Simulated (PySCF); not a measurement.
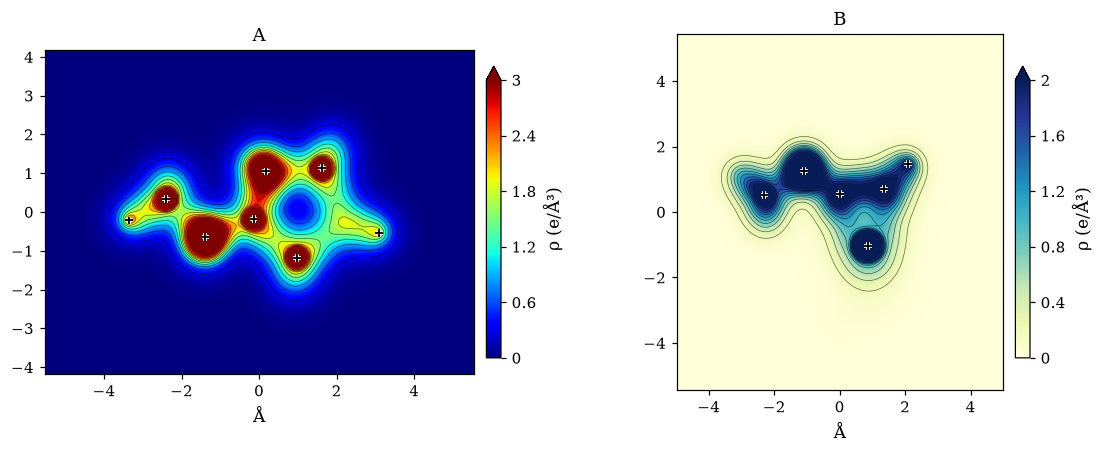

The total electron density of 2 systems, each on a plane through atoms (crosses mark nuclei in the plane).

These are results of CAM-B3LYP/def2-SVPD, SCF density, gas phase (PySCF 2.14.0), not measurements.

System 1: C$_{5}$H$_{9}$OPS, the plane of atoms P3, C6 and C5. Geometry: GFN2-xTB.

```
atom    x (Å)    y (Å)    z (Å)
   C  -1.7194  -0.2520   1.4739
   C  -1.6526   0.3783   0.0906
   P  -0.6510  -0.6999  -1.0366
   S  -1.1735  -2.5635  -1.1826
   C   0.2578   0.2893  -2.2499
   C   1.0331  -0.0544  -1.2063
   O   2.2841  -0.0220  -0.8035
   C   2.5290  -0.5667   0.4838
   H  -2.3848   0.3149   2.1214
   H  -0.7311  -0.2842   1.9312
   H  -2.0936  -1.2721   1.3984
   H  -1.2024   1.3720   0.1063
   H  -2.6530   0.4456  -0.3469
   H   0.3352   0.7427  -3.2156
   H   3.6035  -0.7220   0.5564
   H   2.2055   0.1312   1.2621
   H   2.0060  -1.5193   0.6072
```

System 2: C$_{5}$H$_{9}$NO (SMILES COC1=NCCC1), the plane of atoms O2, C3 and C7. Geometry: PBE0-D3(BJ)/def2-SVP.

```csv
atom,x (Å),y (Å),z (Å)
C,2.3077,-1.0662,-0.8916
O,1.2012,-1.3373,-0.0550
C,0.2728,-0.3894,0.0042
N,0.3256,0.7183,-0.6177
C,-0.8934,1.4520,-0.3231
C,-1.5494,0.7555,0.8887
C,-0.9555,-0.6526,0.8321
H,2.9561,-1.9499,-0.8476
H,1.9807,-0.8797,-1.9260
H,2.8512,-0.1739,-0.5447
H,-1.5514,1.4342,-1.2119
H,-0.6689,2.5131,-0.1298
H,-2.6481,0.7746,0.8647
H,-1.2330,1.2545,1.8183
H,-0.7169,-1.0982,1.8086
H,-1.5997,-1.3724,0.2972
```

### Which map belongs to which system?

Panel A is system 2, C$_{5}$H$_{9}$NO: the plane holds C, O, N and H. C–N (1.27 Å): ρ at the midpoint is about 2.8 e/Å³. Panel B is system 1, C$_{5}$H$_{9}$OPS: the plane holds P, C, O and H. C–O (1.31 Å): the density is about 2.6 e/Å³ at the midpoint.
